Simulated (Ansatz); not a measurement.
**AlClF3H3HfO: density, localisation and related maps**

The calculation's input:

```
crystal:
  periodic: [false, false, false]
  atoms:
    - { symbol: Hf, position_ang: [-0.220569, -0.021356, -0.218141] }
    - { symbol: F, position_ang: [-0.606885, -0.254643, 1.68462] }
    - { symbol: F, position_ang: [1.658793, 0.19872, -0.521887] }
    - { symbol: Cl, position_ang: [-1.532849, 1.635137, -1.260681] }
    - { symbol: F, position_ang: [-0.68011, -1.668811, -1.050753] }
    - { symbol: O, position_ang: [0.913479, 2.074747, 1.999122] }
    - { symbol: Al, position_ang: [2.621427, 2.328426, 2.035884] }
    - { symbol: H, position_ang: [3.51179, 1.373813, 2.930346] }
    - { symbol: H, position_ang: [3.143337, 3.55341, 1.185387] }
    - { symbol: H, position_ang: [0.445987, 1.388357, 2.527903] }
basis:
  gaussian: { orbitals: def2-SVP }
hamiltonian:
  xc: b3lyp
relax:
  f_tol: 0.03
  max_steps: 50
output:
  orbitals: {}
```

Launched as:

```sh
ansatz run input.yaml --threads 4 --pin off --max-ram 5120MiB --backend cpu --events-out ev --progress --plain --runs-dir out
```

The fields are those of the run's last geometry, not of the input's.

Core potentials replace the inner electrons of Hf.

Theory: Ansatz, RKS B3LYP/def2-SVP.

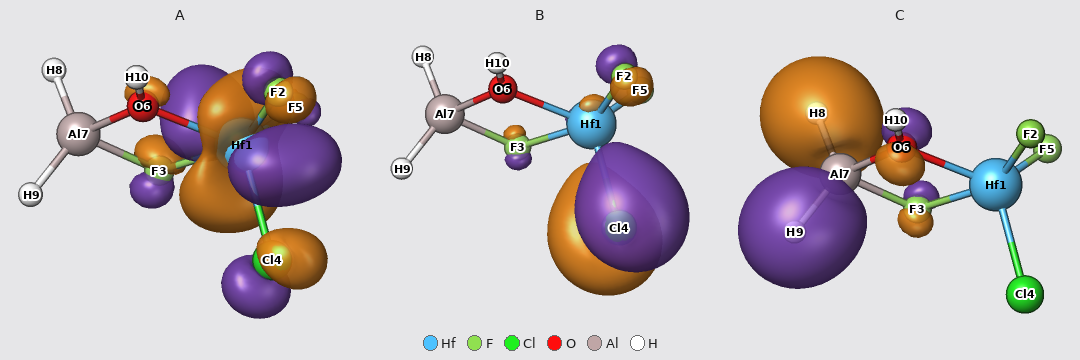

Figure 1. Three frontier orbitals at ±0.1 Å⁻³ᐟ² (orange and purple are the two phases), in no order.

Order the three orbitals by energy and name them.

Answer. B is the HOMO−1 (−9.33 eV). It lies mainly on Cl4 (about 85 %); largely a lone pair of Cl4. C is the HOMO (−8.33 eV). Its weight (Hirshfeld) is mainly on Al7 (about 35 %), H9 (about 30 %) and H8 (about 30 %). A is the LUMO (−1.48 eV). By Hirshfeld shares it lies mainly on Hf1 (about 70 %), Cl4 (about 10 %) and F2 (about 5 %).

What is the HOMO–LUMO gap?

Answer. 6.85 eV between the orbital energies.

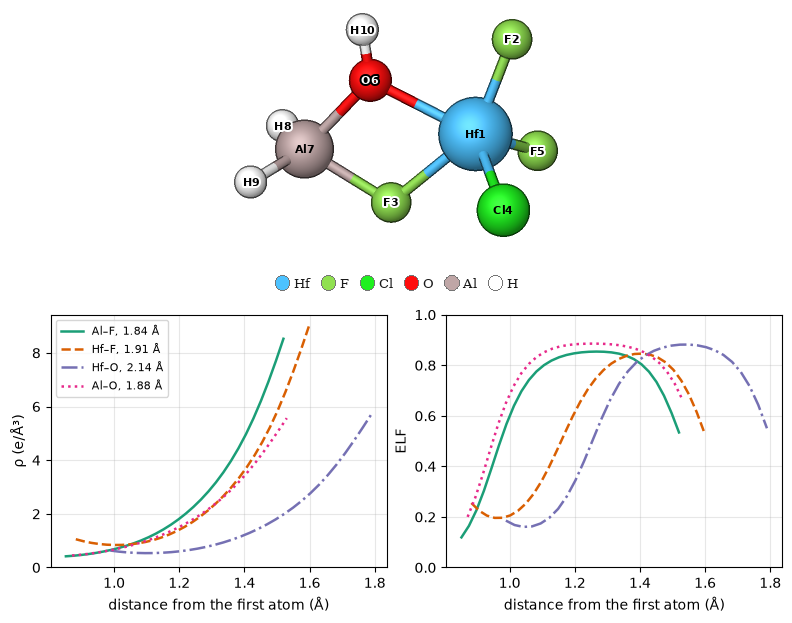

Figure 2. Electron density and electron localisation function along straight lines between neighbouring atoms. The curves leave out the atomic cores. The structure is drawn too.

Compare the contacts.

Answer. Al–F (1.84 Å): the density is about 0.5 e/Å³ at the midpoint; the ELF peaks at about 0.85 in the valence shell of F, 0.6 Å from its nucleus, and is about 0.30 at the midpoint.
Hf–F (1.91 Å): ρ at the midpoint is about 0.88 e/Å³; the ELF peaks at about 0.85 in the valence shell of F, 0.5 Å from its nucleus, and drops to about 0.20 between the two atoms.
Hf–O (2.14 Å): the density is about 0.54 e/Å³ at the midpoint; the ELF peaks at about 0.90 in the valence shell of O, 0.6 Å from its nucleus, and drops to about 0.15 between the two atoms.
Al–O (1.88 Å): the density is about 0.54 e/Å³ at the midpoint; the ELF peaks at about 0.90 in the valence shell of O, 0.6 Å from its nucleus, and is about 0.45 at the midpoint.

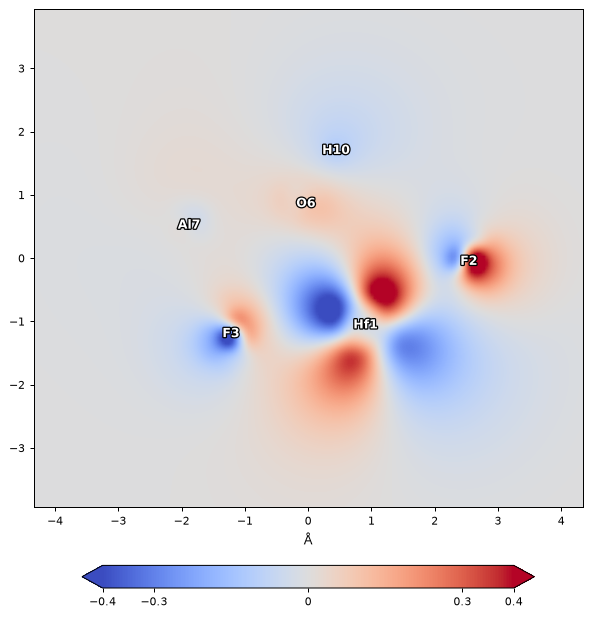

Figure 3. The LUMO on the plane of atoms Hf1, O6 and H10 (values in Å⁻³ᐟ²; the overall sign is arbitrary).

What is the character of this orbital?

Answer. It lies mainly on Hf1 (about 70 %), Cl4 (about 10 %) and F2 (about 5 %). Its energy is −1.48 eV.
